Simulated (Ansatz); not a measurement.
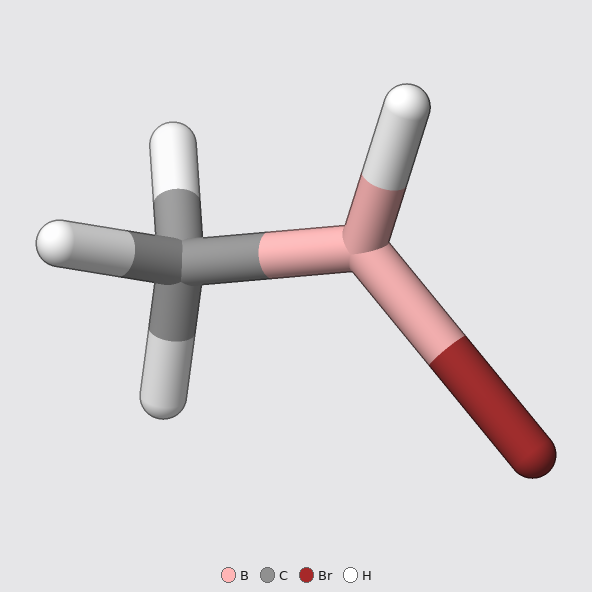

The computed structure is the end point of a PBE0-D4/def2-TZVP optimisation. No frequency run is at hand to confirm it as a minimum. Level of theory: RKS PBE0-D4/def2-TZVPP (Ansatz 0.2.0).

Predict the main results.

The species is CH4BBr.
- HOMO energy (Kohn–Sham orbital): −8.02 eV
- LUMO energy (Kohn–Sham orbital): −1.39 eV
- HOMO–LUMO gap: 6.63 eV
- dispersion correction: −8.6 kJ/mol
